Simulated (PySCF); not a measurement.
**SiNH7: geometry relaxation (part 1 of 2)**

The run: geometry relaxation of SiNH7. Method and program: RKS PBE0-D4/def2-TZVP, density fitting (PySCF 2.14.0).

The geometry is a transition state displaced along its imaginary mode. The reaction was set up to form Si1–N7 and H2–H6 and to break Si1–H2 and H6–N7 (atoms counted from 1 in the order of the input); sticks are drawn by distance alone.

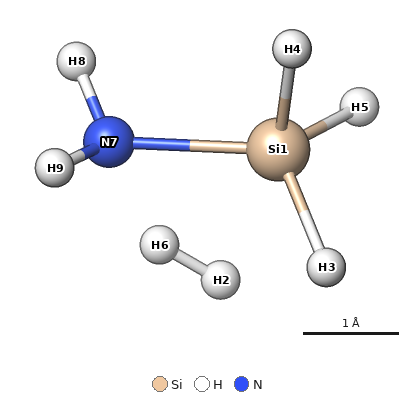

**Figure 1.** The starting structure (ball-and-stick view, seen at a tilt; atoms are numbered from 1 in the order of the input). Bond lengths as drawn: H–H 0.77 Å, H–N 1.01 Å, H–Si 1.47 to 1.50 Å and N–Si 1.80 Å.

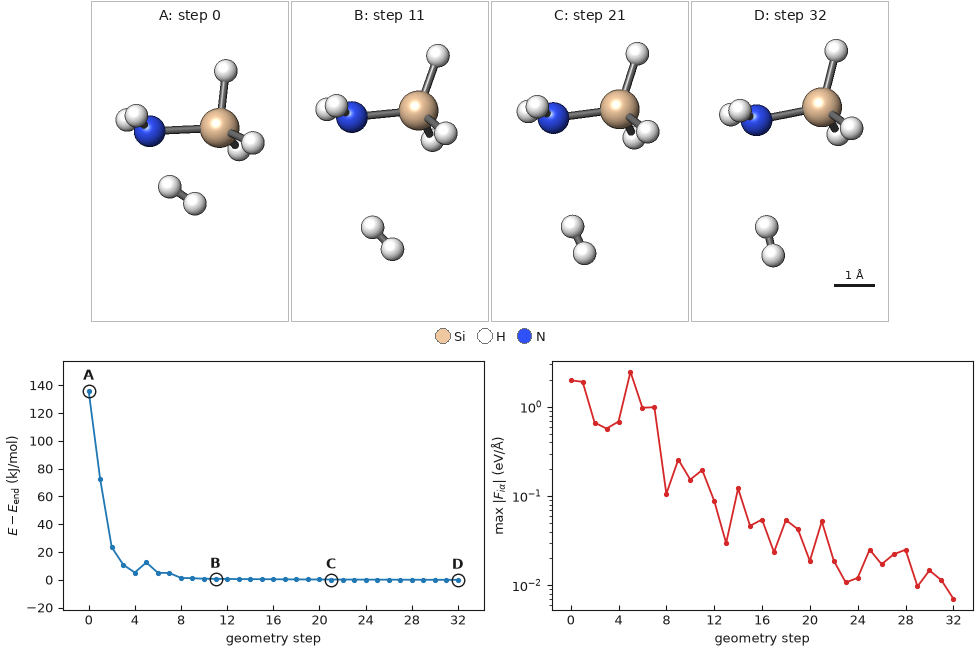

**Figure 2.** Frames of the relaxation (ball-and-stick view, seen at a tilt) above the curves, on which the letters mark them (the first geometry is step 0 here and step 1 in the log).

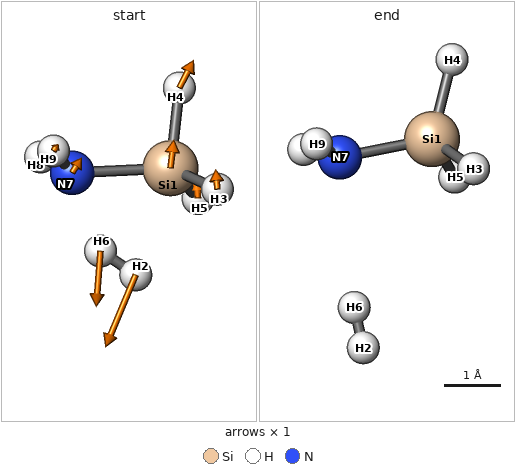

**Figure 3.** Before (left) and after (right) the relaxation, at one scale (ball-and-stick view, seen at a tilt). The orange arrows give the displacements, at true length. The energy falls by 136.1 kJ/mol in 32 geometry steps. The largest force component goes from 2 to 0.0071 eV/Å. The atom that moves furthest after the best rigid fit is H2 (1.44 Å). By element the largest moves are H 1.44 Å, Si 0.53 Å, N 0.33 Å. Among the contacts that change: Si1–N7 1.802 → 1.722 Å, Si1–H4 1.468 → 1.494 Å, H2–H6 0.774 → 0.749 Å, Si1–H3 1.502 → 1.485 Å. Among the angles that change: H4–Si1–N7 99.6° → 115.8°, H3–Si1–N7 115.8° → 107.8°, Si1–N7–H8 115.9° → 119.3°. (Atoms are counted from 1 in the order of the input.)

These pictures come from the run below.

Input
```python
import json, numpy as np
from pyscf import gto, scf, dft, mp, cc
EV, BOHR = 27.211386245988, 0.529177210903
mol = gto.M(atom="""
Si -0.134205 -0.044964 0.784041
H 1.648736 0.063631 -0.206462
H 0.486103 -1.312497 1.298721
H -1.534183 -0.110928 1.220428
H 0.407951 1.196304 1.431371
H 1.105743 0.076211 -0.757977
N -0.380265 0.039728 -0.999170
H -0.827522 0.875594 -1.342090
H -0.772459 -0.783080 -1.428864
""", basis="def2-tzvp", charge=0, spin=0, max_memory=8670, verbose=0)
def mean_field(mol, dm=None):
    mf = dft.RKS(mol, xc="pbe0").density_fit()
    mf.conv_tol = 1e-9; mf.grids.level = 4
    mf.kernel(dm0=dm)
    if not mf.converged: mf = mf.newton().run(mf.mo_coeff, mf.mo_occ)
    assert mf.converged
    return mf
def d4(mol):
    from pyscf.dispersion.dftd4 import DFTD4Dispersion
    real = gto.M(atom=[(mol.atom_pure_symbol(i), mol.atom_coord(i)) for i in range(9)], unit='B', charge=mol.charge, spin=None, basis='def2-svp', verbose=0)
    r = DFTD4Dispersion(real, xc="pbe0", atm=True).get_dispersion(grad=True); return r["energy"], r["gradient"]
def energy_and_gradient(mol, dm=None):
    mf = mean_field(mol, dm); e, g = d4(mol)
    return mf, (mf.e_tot + e) * EV, (mf.nuc_grad_method().kernel()[:9] + g) * EV / BOHR
out = {}
# rational-function steps on a BFGS-updated Hessian; the first Hessian (eV/A^2) comes from GFN2-xTB
H = np.load("h0.npy"); x = mol.atom_coords(unit="A").ravel(); dm = old = None; trust = 0.2; steps = []
for it in range(90):
    mol.set_geom_(x.reshape(-1, 3), unit="A"); mf, e, g = energy_and_gradient(mol, dm); g = g.ravel(); dm = mf.make_rdm1()
    print(f"relax step {it + 1}: E = {e:.6f} eV, largest force component {abs(g).max():.4f} eV/A", flush=True); steps.append([e, x.reshape(-1, 3).tolist(), (-g).reshape(-1, 3).tolist()])
    if abs(g).max() < 0.008: out['converged'] = True; break
    if old is not None:
        s, z = x - old[0], g - old[1]
        if s @ z > 1e-8: H = H + np.outer(z, z) / (s @ z) - np.outer(H @ s, H @ s) / (s @ H @ s)
        trust = max(0.03, trust / 2) if e > old[2] + 1e-4 else min(0.35, trust * 1.3)
    w, V = np.linalg.eigh(H); w = np.maximum(abs(w), 0.08); f = V.T @ g; M = np.diag(np.append(w, 0.0)); M[-1, :-1] = M[:-1, -1] = f
    dx = V @ (-f / (w - np.linalg.eigvalsh(M)[0])); big = np.linalg.norm(dx.reshape(-1, 3), axis=1).max(); dx *= min(1, trust / big)
    old = (x, g, e); x = x + dx
out.update(energy=e, forces=steps[-1][2], positions=steps[-1][1], steps=steps)
out['s2'] = mf.spin_square()[0]; out['nelec'] = mol.nelec
print(f"Total energy {out['energy']:.6f} eV, <S^2> {out['s2']:.4f}")
json.dump(out, open("out.json", "w"), default=float)
```

Launched with:
```bash
OMP_NUM_THREADS=4 python run.py
```

Log
```
relax step 1: E = -9475.750725 eV, largest force component 1.9838 eV/A
relax step 2: E = -9476.410061 eV, largest force component 1.9087 eV/A
relax step 3: E = -9476.917320 eV, largest force component 0.6665 eV/A
relax step 4: E = -9477.048666 eV, largest force component 0.5711 eV/A
relax step 5: E = -9477.106774 eV, largest force component 0.6839 eV/A
relax step 6: E = -9477.031289 eV, largest force component 2.4680 eV/A
relax step 7: E = -9477.108694 eV, largest force component 0.9776 eV/A
relax step 8: E = -9477.110103 eV, largest force component 0.9911 eV/A
relax step 9: E = -9477.147220 eV, largest force component 0.1061 eV/A
relax step 10: E = -9477.149044 eV, largest force component 0.2570 eV/A
relax step 11: E = -9477.152913 eV, largest force component 0.1530 eV/A
relax step 12: E = -9477.153940 eV, largest force component 0.1961 eV/A
relax step 13: E = -9477.154648 eV, largest force component 0.0886 eV/A
relax step 14: E = -9477.155718 eV, largest force component 0.0297 eV/A
relax step 15: E = -9477.155985 eV, largest force component 0.1217 eV/A
relax step 16: E = -9477.156439 eV, largest force component 0.0464 eV/A
relax step 17: E = -9477.156877 eV, largest force component 0.0546 eV/A
relax step 18: E = -9477.157472 eV, largest force component 0.0236 eV/A
relax step 19: E = -9477.158137 eV, largest force component 0.0540 eV/A
relax step 20: E = -9477.158352 eV, largest force component 0.0425 eV/A
relax step 21: E = -9477.158668 eV, largest force component 0.0188 eV/A
relax step 22: E = -9477.158971 eV, largest force component 0.0521 eV/A
relax step 23: E = -9477.159267 eV, largest force component 0.0189 eV/A
relax step 24: E = -9477.159549 eV, largest force component 0.0108 eV/A
relax step 25: E = -9477.159784 eV, largest force component 0.0121 eV/A
relax step 26: E = -9477.159996 eV, largest force component 0.0252 eV/A
relax step 27: E = -9477.160182 eV, largest force component 0.0172 eV/A
relax step 28: E = -9477.160331 eV, largest force component 0.0222 eV/A
relax step 29: E = -9477.160613 eV, largest force component 0.0251 eV/A
relax step 30: E = -9477.160855 eV, largest force component 0.0097 eV/A
relax step 31: E = -9477.161022 eV, largest force component 0.0147 eV/A
relax step 32: E = -9477.161141 eV, largest force component 0.0114 eV/A
relax step 33: E = -9477.161232 eV, largest force component 0.0071 eV/A
Total energy -9477.161232 eV, <S^2> 0.0000
```

Trajectory as extended XYZ (Å, eV, eV/Å), 33 frames, from step=1 to step=33
```
9
Properties=species:S:1:pos:R:3:forces:R:3 step=1 energy=-9475.75072
Si   -0.1342   -0.0450    0.7840   -0.7032  -0.0303  -0.1619
H     1.6487    0.0636   -0.2065    1.9838   0.0229   0.7911
H     0.4861   -1.3125    1.2987    0.0101   0.3536  -0.3629
H    -1.5342   -0.1109    1.2204   -0.4725  -0.0409   0.4857
H     0.4080    1.1963    1.4314    0.0366  -0.2990  -0.3953
H     1.1057    0.0762   -0.7580    0.8598   0.0469  -0.4026
N    -0.3803    0.0397   -0.9992   -1.1142  -0.0221   0.1439
H    -0.8275    0.8756   -1.3421   -0.2979   0.0078  -0.0450
H    -0.7725   -0.7831   -1.4289   -0.3025  -0.0389  -0.0530
9
Properties=species:S:1:pos:R:3:forces:R:3 step=2 energy=-9476.41006
Si   -0.2496   -0.0471    0.7505   -0.2373  -0.0490   0.6793
H     1.8021    0.0682   -0.1949    1.9087   0.0074   1.0122
H     0.4768   -1.2812    1.2156   -0.1606   0.3054  -0.3115
H    -1.6036   -0.1188    1.3251   -0.3092  -0.0282   0.3391
H     0.4005    1.1735    1.3449   -0.1397  -0.2752  -0.3419
H     1.3018    0.0800   -0.7186    0.0346   0.0517  -0.9656
N    -0.4405    0.0367   -0.9736   -0.7620  -0.0051  -0.2031
H    -0.8715    0.8747   -1.3310   -0.1650  -0.0366  -0.1046
H    -0.8161   -0.7861   -1.4179   -0.1693   0.0295  -0.1039
9
Properties=species:S:1:pos:R:3:forces:R:3 step=3 energy=-9476.91732
Si   -0.3909   -0.0527    0.7686   -0.0567  -0.0270   0.6535
H     2.0493    0.0750   -0.1644    0.4605   0.0164  -0.0524
H     0.4101   -1.2564    1.1183   -0.1407  -0.0057   0.0156
H    -1.7088   -0.1307    1.4808    0.1225   0.0057  -0.0365
H     0.3357    1.1556    1.2445   -0.1456  -0.0119   0.0152
H     1.5552    0.0870   -0.7291    0.3538   0.0121   0.0043
N    -0.5126    0.0329   -0.9347   -0.6351   0.0018  -0.6665
H    -0.8974    0.8711   -1.3487    0.0225  -0.1027   0.0253
H    -0.8406   -0.7820   -1.4356    0.0189   0.1112   0.0416
9
Properties=species:S:1:pos:R:3:forces:R:3 step=4 energy=-9477.04867
Si   -0.4722   -0.0570    0.7876    0.0620   0.0127  -0.4575
H     2.2454    0.0815   -0.1754    0.5711   0.0022   0.2946
H     0.3126   -1.2568    1.1364    0.0019  -0.1710   0.0909
H    -1.7882   -0.1324    1.4610   -0.1815  -0.0141   0.1062
H     0.2363    1.1461    1.2645   -0.0038   0.1642   0.0942
H     1.7145    0.0972   -0.6858   -0.1675   0.0107  -0.3201
N    -0.5301    0.0290   -0.9449   -0.2952   0.0647   0.0998
H    -0.8797    0.8715   -1.3796    0.0180  -0.0758   0.0600
H    -0.8386   -0.7792   -1.4637   -0.0050   0.0063   0.0319
9
Properties=species:S:1:pos:R:3:forces:R:3 step=5 energy=-9477.10677
Si   -0.4860   -0.0559    0.7945   -0.1220   0.0051   0.3921
H     2.4613    0.0965   -0.3251   -0.5211  -0.0380  -0.4246
H     0.3137   -1.2707    1.1238   -0.0786   0.0765  -0.0736
H    -1.7739   -0.1532    1.5795    0.2243   0.0393  -0.1938
H     0.2333    1.1653    1.2475   -0.0692  -0.0371   0.0417
H     1.8175    0.0647   -0.7479    0.6839   0.0532   0.3746
N    -0.6416    0.0533   -0.9131    0.0881  -0.5850   0.1029
H    -1.0281    0.8739   -1.3270   -0.1901   0.3799  -0.2137
H    -0.8962   -0.7741   -1.4319   -0.0153   0.1062  -0.0057
9
Properties=species:S:1:pos:R:3:forces:R:3 step=6 energy=-9477.03129
Si   -0.5561   -0.0763    0.7907   -0.0380  -0.0528   0.7333
H     2.6115    0.0707   -0.3069   -0.7004   0.2913  -0.5566
H     0.1914   -1.3129    1.1289   -0.0140  -0.0026   0.2394
H    -1.8558   -0.0768    1.5500    0.1037  -0.0925  -0.1663
H     0.1540    1.1490    1.2886   -0.0155  -0.2219  -0.2883
H     2.0044    0.2746   -0.7471    0.7758  -0.3099   0.5416
N    -0.6508   -0.0759   -0.9109   -0.0366   2.4680  -0.9628
H    -0.7946    0.8575   -1.3831    0.1387  -1.7506   0.7100
H    -1.1039   -0.8100   -1.4101   -0.2137  -0.3291  -0.2504
9
Properties=species:S:1:pos:R:3:forces:R:3 step=7 energy=-9477.10869
Si   -0.5848   -0.0646    0.7941    0.1979  -0.0468   0.4105
H     2.6333    0.1161   -0.2667    0.9776  -0.1200   0.9637
H     0.1502   -1.3052    1.1506    0.0178   0.0313   0.1066
H    -1.8936   -0.0969    1.4889   -0.2197  -0.0568   0.0647
H     0.1027    1.1558    1.3100    0.0338  -0.1198  -0.1327
H     2.1464    0.1863   -0.7831   -0.9344   0.1161  -0.9591
N    -0.6331   -0.0148   -0.9116   -0.0285   0.6289  -0.2908
H    -0.9649    0.8291   -1.3547    0.0468  -0.0006  -0.0002
H    -0.9560   -0.8060   -1.4276   -0.0912  -0.4324  -0.1626
9
Properties=species:S:1:pos:R:3:forces:R:3 step=8 energy=-9477.11010
Si   -0.5699   -0.0800    0.8018   -0.0673   0.2563  -0.7634
H     2.5891    0.0292   -0.2032   -0.3394   0.0889  -0.4884
H     0.1566   -1.3045    1.2028    0.0995  -0.0914  -0.1382
H    -1.9042   -0.1588    1.4395   -0.1893   0.0209   0.1147
H     0.1263    1.1197    1.3028    0.0563   0.1288   0.1652
H     2.0862    0.1296   -0.7727    0.3976  -0.0928   0.4970
N    -0.6049    0.0829   -0.9410    0.1104  -0.9911   0.5468
H    -0.9815    0.9109   -1.3529   -0.1598   0.4148  -0.0787
H    -0.8976   -0.7292   -1.4770    0.0920   0.2655   0.1448
9
Properties=species:S:1:pos:R:3:forces:R:3 step=9 energy=-9477.14722
Si   -0.5765   -0.0586    0.8027    0.0114  -0.0877  -0.0837
H     2.6405    0.0942   -0.2674    0.0260   0.0125  -0.0447
H     0.1835   -1.2813    1.1746   -0.0216   0.0199  -0.0120
H    -1.8994   -0.1268    1.4918   -0.0063   0.0125   0.0091
H     0.1285    1.1501    1.2968   -0.0119   0.0301  -0.0064
H     2.1044    0.1592   -0.7858    0.0151  -0.0148   0.0459
N    -0.6415    0.0177   -0.9214    0.0019  -0.1002   0.1061
H    -1.0114    0.8464   -1.3545   -0.0346   0.0985  -0.0562
H    -0.9277   -0.8011   -1.4369    0.0199   0.0293   0.0418
9
Properties=species:S:1:pos:R:3:forces:R:3 step=10 energy=-9477.14904
Si   -0.6045   -0.0497    0.8030    0.0278   0.1591   0.0922
H     2.7070    0.0568   -0.2755    0.1668  -0.0065   0.0976
H     0.1244   -1.2802    1.1905    0.0518  -0.0444  -0.0015
H    -1.9295   -0.0930    1.4861   -0.0459   0.0105   0.0139
H     0.1093    1.1656    1.2837   -0.0345  -0.0671   0.0213
H     2.1568    0.1032   -0.7721   -0.1431   0.0049  -0.0955
N    -0.6471    0.0275   -0.9129   -0.1145   0.1319  -0.2570
H    -0.9941    0.8612   -1.3716    0.0902  -0.1722   0.1416
H    -0.9217   -0.7916   -1.4314    0.0014  -0.0163  -0.0126
9
Properties=species:S:1:pos:R:3:forces:R:3 step=11 energy=-9477.15291
Si   -0.6151   -0.0623    0.8045   -0.0186   0.0036   0.0652
H     2.7659    0.0934   -0.3002   -0.0554   0.0122  -0.0795
H     0.1279   -1.2953    1.1672    0.0051  -0.0009   0.0282
H    -1.9416   -0.1104    1.4863   -0.0325  -0.0310   0.0091
H     0.0800    1.1472    1.3086    0.0457   0.0195   0.0136
H     2.1750    0.1411   -0.7602    0.0666  -0.0138   0.0788
N    -0.6589    0.0239   -0.9113   -0.0465   0.0516  -0.1530
H    -1.0114    0.8575   -1.3580    0.0288  -0.0645   0.0310
H    -0.9208   -0.7954   -1.4372    0.0068   0.0232   0.0065
9
Properties=species:S:1:pos:R:3:forces:R:3 step=12 energy=-9477.15394
Si   -0.6234   -0.0565    0.8079    0.0183  -0.0452  -0.0190
H     2.8047    0.0859   -0.3274   -0.1921   0.0174  -0.1589
H     0.1357   -1.2787    1.1833   -0.0201   0.0190  -0.0084
H    -1.9512   -0.1278    1.4901    0.0086   0.0105  -0.0067
H     0.0744    1.1559    1.3067   -0.0149   0.0102  -0.0016
H     2.1837    0.1237   -0.7550    0.1961  -0.0185   0.1560
N    -0.6703    0.0247   -0.9134    0.0356   0.1205   0.1108
H    -1.0111    0.8630   -1.3577    0.0050  -0.0355  -0.0015
H    -0.9413   -0.7907   -1.4349   -0.0365  -0.0784  -0.0707
```
